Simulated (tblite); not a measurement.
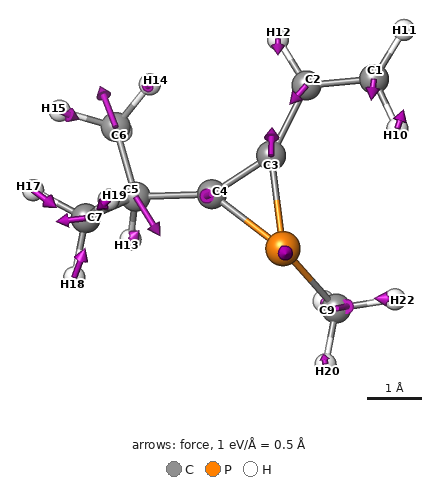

Starting geometry of C8H13P with the computed forces as purple arrows. The picture is a ball-and-stick view, seen face on.

Method: GFN2-xTB geometry optimisation, gas phase in tblite. 

**What follows when this structure is relaxed?**

It isn't relaxed: the largest force vector, on the P atom, is 2.19 eV/Å. The final displacements have little in common with the starting forces (cosine between the two patterns 0.27). After 107 geometry steps the energy has fallen by 0.883 eV. The largest move after the best rigid fit is that of an H atom, 0.80 Å. Largest moves by element: H 0.80 Å, C 0.28 Å, P 0.24 Å. Near-neighbour distances that change, for instance: C–C 1.473 → 1.423 Å, C–H 1.135 → 1.088 Å, C–C 1.485 → 1.528 Å, C–C 1.510 → 1.475 Å. Among the angles between lasting bonds that change: C–P–C 119.1° → 100.8°, C–P–C 117.0° → 101.3°, C–C–H 114.2° → 120.6°. Groups turn about C–C by about 40°, C–C by about 35°.
